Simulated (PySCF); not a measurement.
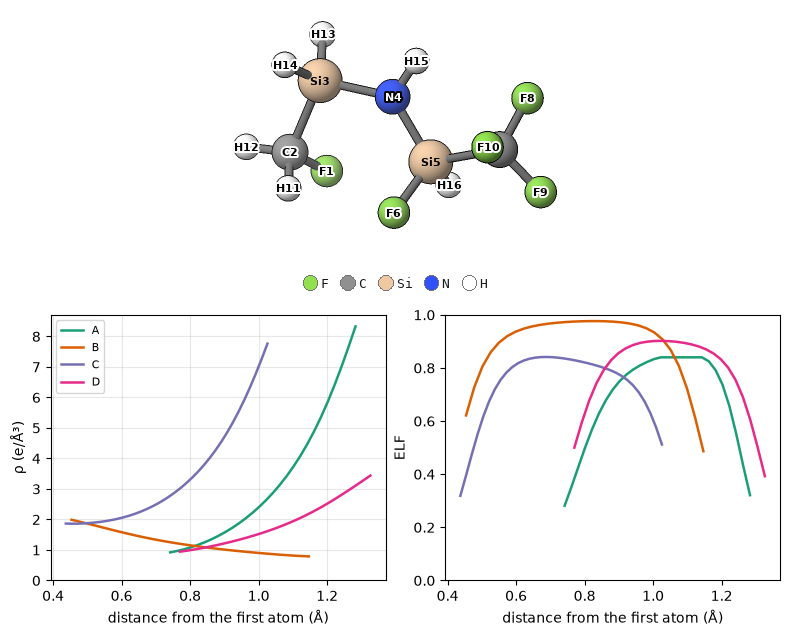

Figure. C$_{2}$H$_{6}$F$_{5}$NSi$_{2}$. Total electron density and ELF along straight lines between neighbouring atoms. The curves leave out the atomic cores. The structure is drawn too.

Geometry: GFN2-xTB.

Level of theory: PySCF, PBE0/pcSseg-1, SCF density, gas phase, non-relativistic.

The calculation's input:

```
{"job": {"kind": "nmr", "xc": "PBE0", "basis": "pcSseg-1"}, "charge": 0, "multiplicity": 1}
F      2.128506    -1.510773     0.654206
C      2.427783    -0.474061    -0.212696
Si     1.616984     1.138117     0.416709
N     -0.086640     0.772613     0.577306
Si    -0.925839    -0.678486     0.233129
F     -0.633125    -1.103260    -1.285174
C     -2.796023    -0.168536     0.250014
F     -3.118111     0.541657     1.357237
F     -3.626823    -1.226424     0.241941
F     -3.158751     0.604274    -0.790130
H      2.058132    -0.781727    -1.192616
H      3.517314    -0.414323    -0.253367
H      2.131503     1.479215     1.743698
H      1.808482     2.189109    -0.583663
H     -0.618545     1.492411     1.043795
H     -0.732446    -1.850862     1.055687
```

Run with:

```sh
OMP_NUM_THREADS=1 python probes_run.py task.json out
```

Q: Which curve belongs to which contact (C–F, C–Si, Si–F and Si–N)? The first atom named is at distance zero.

A: Curve A: Si–F (1.60 Å): ρ is about 1.1 e/Å³ halfway; the ELF peaks at about 0.85 in the valence shell of F, 0.6 Å from its nucleus, and is about 0.50 at the midpoint. Curve B: C–Si (1.91 Å): the density is about 0.95 e/Å³ at the midpoint; the ELF peaks at about 1 between the atoms; localised, covalent bonding. Curve C: C–F (1.35 Å): ρ at the midpoint is about 2.3 e/Å³, with its minimum of 1.9 e/Å³ about 0.5 Å from C; the ELF peaks at about 0.85 between the atoms (a shared but strongly polarised pair). Curve D: Si–N (1.71 Å): ρ is about 1.1 e/Å³ halfway; the ELF peaks at about 0.90 between the atoms (a polar covalent bond).
